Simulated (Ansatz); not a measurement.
# Molecular dynamics, with input and output: C2H9BSSi (part 4 of 5)

Continued. System: C2H9BSSi. Method: RKS r2SCANh-D4/STO-3G (Ansatz 0.2.0). One setting was made poor on purpose. It belongs to a series of runs on one base structure; here: dynamics from the start.

Geometry of the input (Å):
```
B  -1.5863  2.0944  1.0877
C  -1.0174  0.8441  0.3473
S  -0.1355  -0.3421  1.4090
C  0.3403  -1.5380  0.1107
Si 1.7227  -1.0067  -1.0538
H  -1.1719  2.4321  2.1321
H  -2.4142  2.7437  0.5683
H  -0.3250  1.2759  -0.4059
H  -1.7981  0.3445  -0.2498
H  -0.5496  -1.8223  -0.4686
H  0.6602  -2.4444  0.6403
H  1.3582  0.1951  -1.7626
H  2.9294  -0.7568  -0.3058
H  1.9743  -2.0487  -2.0202
```

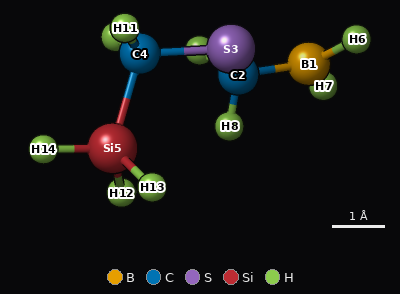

Fig. 1: The geometry at step 93 of the log (ball-and-stick view, seen at a tilt; atoms are numbered from 1 in the order of the input).

### Trajectory as extended XYZ, continued
```
14
Properties=species:S:1:pos:R:3:forces:R:3 step=70 time_fs=35.0 energy=-21360.89137 temperature=770.8
B    -1.6809    2.0038    1.1854    1.1467  -1.2462  -0.1324
C    -0.9561    0.8800    0.4194    0.2730   0.1082  -1.4827
S    -0.0606   -0.3616    1.3677    0.4091  -0.1389  -0.1251
C     0.2875   -1.5816   -0.0322    0.9080   3.0718   2.9547
Si    1.6754   -1.0098   -1.0607   -0.2595   0.4116  -3.2294
H    -1.4398    1.9985    2.2870   -0.1804   0.7019   1.7302
H    -2.4112    2.7023    0.6749   -0.7899   0.9347  -0.5565
H    -0.3463    1.2987   -0.4100    0.2234   0.2782   0.4108
H    -1.7272    0.4126   -0.1827   -0.8765  -0.7085  -0.3320
H    -0.6505   -1.6668   -0.4464   -2.5335  -1.0937  -1.8093
H     0.5464   -2.3909    0.5982    0.3297  -1.9351   0.0699
H     1.3975    0.0850   -2.0348   -0.0350  -0.2706   1.4617
H     2.7400   -0.8075   -0.2004    1.3254   0.6682   0.9411
H     2.1097   -1.9630   -2.0342    0.0596  -0.7816   0.0990
14
Properties=species:S:1:pos:R:3:forces:R:3 step=72 time_fs=36.0 energy=-21360.95246 temperature=1067.2
B    -1.6823    2.0038    1.1771    1.7704  -0.7866   1.9080
C    -0.9593    0.8798    0.4139    0.3096  -0.1049  -2.1596
S    -0.0586   -0.3657    1.3647    0.3653   0.1678   0.0281
C     0.2867   -1.5795   -0.0243    0.2248   3.7881   1.8132
Si    1.6746   -1.0128   -1.0632   -0.5767   0.5011  -2.9543
H    -1.3893    2.0383    2.3306   -0.6839   0.5329  -0.3438
H    -2.3983    2.7291    0.6754   -0.7860   0.7752  -0.5231
H    -0.3362    1.3048   -0.4369   -0.3947  -0.1062   1.0146
H    -1.7514    0.3916   -0.1695   -0.3698  -0.3903  -0.1871
H    -0.6589   -1.6539   -0.4457   -2.0570  -0.9994  -1.6666
H     0.5193   -2.3838    0.5831    0.6482  -2.8847   0.7911
H     1.3648    0.1047   -1.9988    0.0925  -0.3309   1.3738
H     2.7566   -0.8420   -0.2230    1.4033   0.7070   1.0314
H     2.0953   -1.9553   -2.0418    0.0540  -0.8692  -0.1255
14
Properties=species:S:1:pos:R:3:forces:R:3 step=75 time_fs=37.5 energy=-21361.11582 temperature=929.8
B    -1.6798    2.0065    1.1677    2.4486  -1.5066   2.0106
C    -0.9639    0.8772    0.3931   -0.7824  -0.9088  -1.8695
S    -0.0631   -0.3664    1.3542    0.5782   0.3739   0.3310
C     0.2869   -1.5841   -0.0215   -0.3182   1.4144   2.9969
Si    1.6769   -1.0173   -1.0645    0.1284  -0.6414  -2.5526
H    -1.3665    2.0743    2.3043   -0.5842   0.3929  -0.0699
H    -2.3482    2.7449    0.6842   -1.5519   1.4938  -1.0791
H    -0.3449    1.3405   -0.4245   -0.2799  -0.2249   0.5418
H    -1.7640    0.3223   -0.1791    0.4895   0.5612   0.1525
H    -0.6958   -1.6613   -0.4045   -1.1142  -0.7910  -1.6277
H     0.4802   -2.4525    0.6091    0.3651  -0.6130  -0.6524
H     1.3568    0.0914   -1.9635    0.0353   0.0243   0.8861
H     2.8116   -0.8673   -0.2595    0.8284   0.6900   0.8034
H     2.1031   -2.0125   -2.0236   -0.2428  -0.2650   0.1289
14
Properties=species:S:1:pos:R:3:forces:R:3 step=77 time_fs=38.5 energy=-21360.95637 temperature=804.8
B    -1.6798    2.0136    1.1663    3.3328  -2.6440   1.8260
C    -0.9678    0.8787    0.3810   -0.3596  -0.6718  -0.8441
S    -0.0612   -0.3651    1.3512    0.5554   0.5191   0.4708
C     0.2754   -1.5865   -0.0192    0.1498   0.3518   3.6050
Si    1.6767   -1.0181   -1.0616    0.3179  -0.9841  -2.3725
H    -1.3558    2.0623    2.2774   -0.4857   0.4449   0.6660
H    -2.2929    2.7628    0.6957   -2.3724   2.4930  -1.6834
H    -0.3290    1.3395   -0.4091   -0.2958  -0.1347   0.1916
H    -1.7581    0.3244   -0.1585    0.0081   0.2303  -0.4398
H    -0.7229   -1.6765   -0.3501   -1.1929  -0.7645  -1.9185
H     0.4798   -2.4876    0.6182    0.2128   0.4572  -1.2130
H     1.3802    0.1034   -1.9380   -0.0353   0.1734   0.7522
H     2.8260   -0.8973   -0.2557    0.5497   0.6581   0.7139
H     2.1165   -2.0048   -2.0369   -0.3848  -0.1285   0.2460
14
Properties=species:S:1:pos:R:3:forces:R:3 step=80 time_fs=40.0 energy=-21360.74052 temperature=906.2
B    -1.6705    2.0241    1.1650    4.2359  -3.7212   2.7363
C    -0.9665    0.8858    0.3735    0.8204   0.3421  -0.3682
S    -0.0592   -0.3604    1.3560    0.4696   0.3292   0.0080
C     0.2605   -1.6048   -0.0187    0.9994   2.0418   2.7864
Si    1.6775   -1.0164   -1.0553    1.2291  -0.3560  -1.7727
H    -1.3462    2.0470    2.2832   -0.5961   0.3517   0.5150
H    -2.2101    2.8165    0.7374   -3.0052   3.6416  -2.3180
H    -0.3360    1.3744   -0.4324   -0.6080  -0.5901   0.6208
H    -1.7511    0.3473   -0.1187   -0.9416  -0.5264  -1.2729
H    -0.7223   -1.6909   -0.3640   -1.6641  -0.8232  -1.9439
H     0.5082   -2.4796    0.5699    0.2133  -0.7091  -0.2117
H     1.3858    0.1099   -1.9621    0.0326  -0.1094   1.1601
H     2.8953   -0.9063   -0.2374   -0.8531   0.5036  -0.1435
H     2.1128   -1.9716   -2.0531   -0.3321  -0.3747   0.2045
14
Properties=species:S:1:pos:R:3:forces:R:3 step=83 time_fs=41.5 energy=-21360.80356 temperature=1363.4
B    -1.6598    2.0254    1.1813    2.2520  -1.8439   1.4778
C    -0.9556    0.8914    0.3765    1.1408   1.0400   0.6173
S    -0.0543   -0.3539    1.3568    0.2912   0.0565  -0.1244
C     0.2526   -1.6047   -0.0045    1.2840   4.9943   0.6715
Si    1.6738   -1.0222   -1.0585    0.6596   1.7665  -1.0570
H    -1.3829    2.0001    2.3117   -0.5140   0.4707   0.5086
H    -2.2257    2.8700    0.7283   -1.2999   1.4102  -1.0226
H    -0.3515    1.4332   -0.3872    0.0496  -0.4882   0.1037
H    -1.6961    0.3664   -0.1451   -1.7762  -1.0438  -1.7518
H    -0.6736   -1.6834   -0.4642   -2.1021  -0.9762  -1.5937
H     0.5521   -2.4292    0.5143    0.6166  -3.4260   1.5515
H     1.3521    0.1189   -2.0163    0.2802  -0.9041   1.7396
H     2.9059   -0.8698   -0.2609   -0.9773   0.5189  -0.1220
H     2.1247   -1.9531   -1.9841    0.0957  -1.5748  -0.9986
14
Properties=species:S:1:pos:R:3:forces:R:3 step=85 time_fs=42.5 energy=-21360.76191 temperature=989.5
B    -1.6514    2.0160    1.1968    1.5206  -1.2268   0.4543
C    -0.9527    0.8922    0.3808   -0.2824   0.0180   0.8814
S    -0.0537   -0.3496    1.3496    0.2900  -0.0712   0.1901
C     0.2420   -1.5989    0.0105    2.3190   5.6921   0.1578
Si    1.6723   -1.0316   -1.0668    0.5685   2.5485  -0.6986
H    -1.4111    1.9812    2.3134   -0.3429   0.3964   1.2173
H    -2.1960    2.8882    0.7280   -0.9144   0.9174  -0.7242
H    -0.3901    1.4283   -0.3675    0.9670   0.1658  -0.8471
H    -1.7005    0.3585   -0.1578   -1.2515  -0.5686  -1.1724
H    -0.6369   -1.6919   -0.4984   -3.0204  -1.0632  -1.8923
H     0.5697   -2.4199    0.4903    0.7984  -4.0888   2.0100
H     1.3545    0.1419   -2.0223    0.3269  -1.3966   1.8091
H     2.9108   -0.8249   -0.2791   -1.1184   0.3790  -0.1593
H     2.1386   -1.9861   -1.9473    0.1396  -1.7020  -1.2263
14
Properties=species:S:1:pos:R:3:forces:R:3 step=88 time_fs=44.0 energy=-21360.97868 temperature=958.1
B    -1.6574    2.0034    1.2045    1.3830  -0.3929   1.7899
C    -0.9525    0.8806    0.3858   -1.1648   0.1409   0.3442
S    -0.0546   -0.3508    1.3432    0.1834  -0.0500   0.7008
C     0.2301   -1.5864    0.0302    3.3462   3.7547   0.1321
Si    1.6762   -1.0270   -1.0716    1.3441   2.3076   0.5014
H    -1.4618    1.9772    2.3896   -0.6234   0.2698  -0.6944
H    -2.1635    2.9209    0.7099   -0.4532   0.1303  -0.3133
H    -0.4275    1.4286   -0.3808    1.1747   0.1616  -0.7753
H    -1.7322    0.3772   -0.1738   -0.7105  -0.3959  -0.5705
H    -0.6311   -1.7180   -0.5099   -2.8066  -1.0439  -1.7038
H     0.6237   -2.4438    0.4671    0.0784  -2.4102   1.2830
H     1.3516    0.1275   -1.9928    0.2596  -1.0301   1.2553
H     2.9589   -0.7535   -0.2482   -2.1508  -0.0580  -0.9324
H     2.1240   -2.0322   -1.9196    0.1400  -1.3838  -1.0171
14
Properties=species:S:1:pos:R:3:forces:R:3 step=90 time_fs=45.0 energy=-21360.92344 temperature=1099.5
B    -1.6548    1.9958    1.2000    1.6824  -0.3975   3.2429
C    -0.9490    0.8699    0.3990   -1.8106   0.3514  -0.6260
S    -0.0578   -0.3532    1.3416    0.2290  -0.0694   1.1708
C     0.2303   -1.5848    0.0440    4.2515   0.8937   0.9114
Si    1.6788   -1.0231   -1.0770    1.7480   1.9411   0.8379
H    -1.4529    1.9746    2.4314   -0.8328   0.2729  -1.8455
H    -2.1254    2.9268    0.7063   -0.5751   0.2318  -0.4111
H    -0.4489    1.4421   -0.3746    1.2964   0.0361  -0.5883
H    -1.7457    0.3994   -0.1950   -0.2794  -0.3409  -0.1240
H    -0.6284   -1.6963   -0.5252   -2.3832  -1.0788  -1.3628
H     0.6340   -2.5122    0.5230   -1.1393   0.5342  -0.3610
H     1.3688    0.1490   -1.9827    0.1777  -1.1935   1.1199
H     2.9766   -0.7013   -0.2416   -2.4520  -0.3619  -1.2283
H     2.0926   -2.0901   -1.8965    0.0873  -0.8191  -0.7360
14
Properties=species:S:1:pos:R:3:forces:R:3 step=93 time_fs=46.5 energy=-21360.70501 temperature=1080.4
B    -1.6434    1.9873    1.1950    0.7094   0.3282   3.3213
C    -0.9521    0.8561    0.3988   -1.8374   0.3654  -0.0360
S    -0.0639   -0.3531    1.3341    0.2829  -0.1446   1.8537
C     0.2187   -1.5832    0.0587    5.2302   0.8925   0.8917
Si    1.6787   -1.0211   -1.0779    1.8891   1.9712   0.8480
H    -1.4931    1.9905    2.4449   -0.5516   0.1088  -2.1522
H    -2.1263    2.9400    0.7018   -0.1805  -0.3652  -0.2215
H    -0.4517    1.4432   -0.3315    1.9740   0.6533  -1.2563
H    -1.6959    0.3978   -0.2430   -0.8323  -0.5832  -0.2738
H    -0.5990   -1.6593   -0.5446   -3.2612  -1.1078  -1.9418
H     0.5784   -2.5283    0.5275   -0.9592   0.5170  -0.3448
H     1.3579    0.1961   -1.9451    0.1788  -1.6232   1.0487
H     3.0124   -0.6536   -0.3019   -2.6288  -0.5947  -1.0669
H     2.0742   -2.1289   -1.8741   -0.0133  -0.4178  -0.6700
14
Properties=species:S:1:pos:R:3:forces:R:3 step=96 time_fs=48.0 energy=-21360.73544 temperature=827.4
B    -1.6310    1.9909    1.1856    0.0984   0.3501   3.9404
C    -0.9470    0.8578    0.4101   -1.8575   0.1220  -0.4346
S    -0.0720   -0.3593    1.3330    0.3660  -0.5113   2.1146
C     0.2084   -1.5802    0.0514    6.1166   0.7701   1.2602
Si    1.6778   -1.0103   -1.0805    1.8075   0.5975  -0.1492
H    -1.5264    1.9894    2.4464   -0.3456   0.1389  -2.2955
H    -2.1294    2.9370    0.7036   -0.1084  -0.2735  -0.3682
H    -0.4173    1.4680   -0.2808    1.8386   0.4859  -1.4510
H    -1.6839    0.3762   -0.2336   -0.5190  -0.1422  -0.3224
H    -0.5777   -1.7176   -0.5524   -4.2184  -0.8900  -2.6965
H     0.5502   -2.5519    0.4709   -0.6195   0.6778   0.0853
H     1.3750    0.1926   -1.9398   -0.0063  -1.3479   0.8074
H     2.9986   -0.6347   -0.3729   -2.1482  -0.5110  -0.5097
H     2.0918   -2.1559   -1.8996   -0.4043   0.5335   0.0191
14
Properties=species:S:1:pos:R:3:forces:R:3 step=98 time_fs=49.0 energy=-21360.91157 temperature=977.0
B    -1.6257    1.9941    1.1842    0.1479   0.2729   3.6499
C    -0.9380    0.8577    0.4058   -1.3085   0.9969  -1.0859
S    -0.0786   -0.3625    1.3375    0.4716  -0.6761   1.9067
C     0.2101   -1.5747    0.0429    5.2922   0.3507   1.0940
Si    1.6764   -1.0093   -1.0798    1.7000   0.1693  -0.2524
H    -1.5146    1.9830    2.4315   -0.3400   0.1597  -1.9979
H    -2.1084    2.9594    0.7197   -0.1137  -0.3607  -0.4070
H    -0.3818    1.5156   -0.2780    0.9598  -0.5347  -0.6066
H    -1.6622    0.3364   -0.2225   -0.4028   0.2035  -0.5589
H    -0.5632   -1.7474   -0.5812   -3.9236  -0.4918  -2.4549
H     0.4899   -2.5686    0.4539   -0.1620   0.7697   0.2315
H     1.3861    0.1757   -1.9230   -0.2055  -0.9028   0.5269
H     2.9633   -0.6198   -0.3841   -1.6443  -0.4609  -0.2243
H     2.1114   -2.1253   -1.9336   -0.4713   0.5043   0.1788
14
Properties=species:S:1:pos:R:3:forces:R:3 step=101 time_fs=50.5 energy=-21360.91406 temperature=877.8
B    -1.6331    2.0078    1.1883    0.0476   0.1037   3.0432
C    -0.9469    0.8530    0.4158   -1.0459   2.1018  -3.1069
S    -0.0800   -0.3666    1.3456    0.2411  -0.6436   1.4523
C     0.2072   -1.5696    0.0366    2.5263  -0.6457  -0.7448
Si    1.6834   -1.0120   -1.0806    1.6702  -0.0143   0.2428
H    -1.5572    1.9954    2.4178   -0.1628   0.1433  -1.5207
H    -2.1038    2.9848    0.7266   -0.0566  -0.4868  -0.4384
H    -0.3311    1.5953   -0.2934   -0.6983  -2.3541   0.9294
H    -1.7070    0.2955   -0.2259    0.9189   1.2157   0.2036
H    -0.5791   -1.7920   -0.6543   -1.6079   0.5197  -0.4368
H     0.3948   -2.5811    0.4637    0.4154   0.8496   0.2017
H     1.4100    0.1455   -1.9221   -0.4946  -0.4424   0.1575
H     2.9242   -0.5287   -0.3614   -1.4624  -0.8205  -0.3074
H     2.1111   -2.1199   -1.9474   -0.2910   0.4737   0.3246
14
Properties=species:S:1:pos:R:3:forces:R:3 step=103 time_fs=51.5 energy=-21360.94301 temperature=1031.5
B    -1.6350    2.0249    1.1963   -0.3086  -0.1321   1.6145
C    -0.9501    0.8570    0.4232   -1.1919   1.9182  -3.2901
S    -0.0834   -0.3726    1.3483    0.2116  -0.4752   1.4232
C     0.2063   -1.5667    0.0325    1.1664  -0.3592  -1.9383
Si    1.6856   -1.0113   -1.0799    1.7946   0.6469   0.4226
H    -1.5908    1.9801    2.3815   -0.0304   0.2501  -0.2989
H    -2.1267    3.0028    0.7333    0.1888  -0.6976  -0.3244
H    -0.3374    1.5774   -0.3019   -0.6165  -2.2532   0.9449
H    -1.7013    0.2702   -0.2224    0.9717   1.5412   0.4366
H    -0.6016   -1.7871   -0.6957   -0.4078   0.7643   0.6763
H     0.3756   -2.5590    0.4708    0.5292   0.2221   0.2868
H     1.4110    0.1407   -1.9477   -0.4709  -0.6333   0.3509
H     2.9081   -0.4763   -0.3233   -1.6699  -1.0680  -0.6015
H     2.1242   -2.1034   -1.9471   -0.1664   0.2759   0.2973
14
Properties=species:S:1:pos:R:3:forces:R:3 step=106 time_fs=53.0 energy=-21360.88122 temperature=1183.9
B    -1.6572    2.0496    1.2056    0.1492  -1.3705  -0.1055
C    -0.9514    0.8779    0.4075   -0.5374   1.1700  -0.6068
S    -0.0791   -0.3920    1.3499   -0.2605   0.5481   1.2460
C     0.2100   -1.5710    0.0336   -0.8453  -0.4663  -3.5952
Si    1.6887   -1.0004   -1.0786    1.7403   0.7423   0.0477
H    -1.6254    1.9265    2.3382   -0.0963   0.3139   1.3005
H    -2.1502    3.0111    0.7628    0.0278  -0.0912  -0.4962
H    -0.3586    1.4970   -0.3040    0.5001  -0.8457  -0.1545
H    -1.6267    0.2659   -0.2002   -0.6094   0.7088  -0.5201
H    -0.6784   -1.8197   -0.7407    1.7945   1.1183   2.3813
H     0.3855   -2.5325    0.5149    0.5207  -0.2786   0.1094
H     1.3684    0.1516   -1.9606   -0.2482  -0.8470   0.6979
H     2.9204   -0.4630   -0.2963   -1.9391  -1.1292  -0.8893
H     2.1256   -2.0722   -1.9930   -0.1965   0.4270   0.5849
14
Properties=species:S:1:pos:R:3:forces:R:3 step=108 time_fs=54.0 energy=-21360.75006 temperature=1014.2
B    -1.6674    2.0645    1.2011    0.2984  -1.6091  -0.4893
C    -0.9554    0.8797    0.3872   -0.2957   1.3340   1.4281
S    -0.0717   -0.3985    1.3500   -0.5648   1.0715   1.1922
C     0.2020   -1.5733    0.0375   -0.2647  -1.5509  -3.3031
Si    1.6863   -0.9955   -1.0727    1.4040   0.4361  -0.2345
H    -1.6382    1.9080    2.3241   -0.1553   0.2837   1.5339
H    -2.1273    3.0596    0.7837    0.0891  -0.2453  -0.4813
H    -0.3666    1.4936   -0.2840    1.0865  -0.3587  -1.0173
H    -1.5935    0.2402   -0.1770   -1.4371   0.1543  -1.3802
H    -0.6733   -1.8556   -0.7431    1.7233   1.2273   2.4762
H     0.4130   -2.5422    0.5437    0.2642   0.4985  -0.3771
H     1.3621    0.1380   -1.9565   -0.3332  -0.6023   0.5670
H     2.9072   -0.4651   -0.3349   -1.5522  -0.9055  -0.4533
H     2.1518   -2.0435   -1.9927   -0.2625   0.2663   0.5388
14
Properties=species:S:1:pos:R:3:forces:R:3 step=111 time_fs=55.5 energy=-21360.97870 temperature=991.2
B    -1.6569    2.0615    1.1960   -0.0192  -0.6393  -0.8912
C    -0.9603    0.8831    0.3798    0.2836   0.8512   0.5319
S    -0.0591   -0.4017    1.3519   -0.7483   1.3584   0.8947
C     0.2057   -1.5671    0.0254    0.4464  -2.0299  -1.4585
Si    1.6784   -0.9936   -1.0717    0.9329  -0.3983  -1.7755
H    -1.6687    1.9691    2.3193   -0.0411  -0.0759   1.7550
H    -2.1070    3.0794    0.7851    0.2450  -0.6114  -0.5237
H    -0.3207    1.4727   -0.3170    0.0936  -0.8713  -0.2268
H    -1.6174    0.2185   -0.1797   -0.7795   0.7907  -0.8395
H    -0.6431   -1.8318   -0.6899    0.5281   0.9987   1.2262
H     0.3600   -2.5491    0.5637    0.5384   0.9709  -0.7853
H     1.3108    0.1437   -1.9602   -0.1377  -0.8814   0.7747
H     2.8558   -0.4910   -0.3693   -0.5675  -0.3216   0.2591
H     2.2188   -2.0458   -2.0154   -0.7747   0.8591   1.0590
14
Properties=species:S:1:pos:R:3:forces:R:3 step=114 time_fs=57.0 energy=-21361.00482 temperature=996.4
B    -1.6367    2.0603    1.1897   -0.2250  -0.0597  -2.7952
C    -0.9541    0.8932    0.3824    0.7414  -0.0052  -0.9441
S    -0.0615   -0.4145    1.3496   -0.6673   1.6901   1.0170
C     0.2129   -1.5785    0.0244    1.3756  -0.3697  -0.3834
Si    1.6716   -1.0011   -1.0770    0.9117   0.2578  -1.4284
H    -1.6814    2.0010    2.2687   -0.0510  -0.3033   3.7353
H    -2.1054    3.0631    0.7647    0.3082  -0.5741  -0.5698
H    -0.2704    1.4507   -0.3579   -0.8415  -1.2535   0.6482
H    -1.6472    0.2177   -0.1841   -0.0313   1.4755  -0.2287
H    -0.6554   -1.8156   -0.5834   -0.6173   0.3065  -0.2607
H     0.3990   -2.4996    0.5894    0.6189  -0.2498  -0.4350
H     1.2867    0.1343   -1.9648   -0.0537  -0.8760   0.8551
H     2.8557   -0.5057   -0.3534   -0.8559  -0.3659   0.0744
H     2.2230   -2.0049   -2.0196   -0.6128   0.3275   0.7154
```
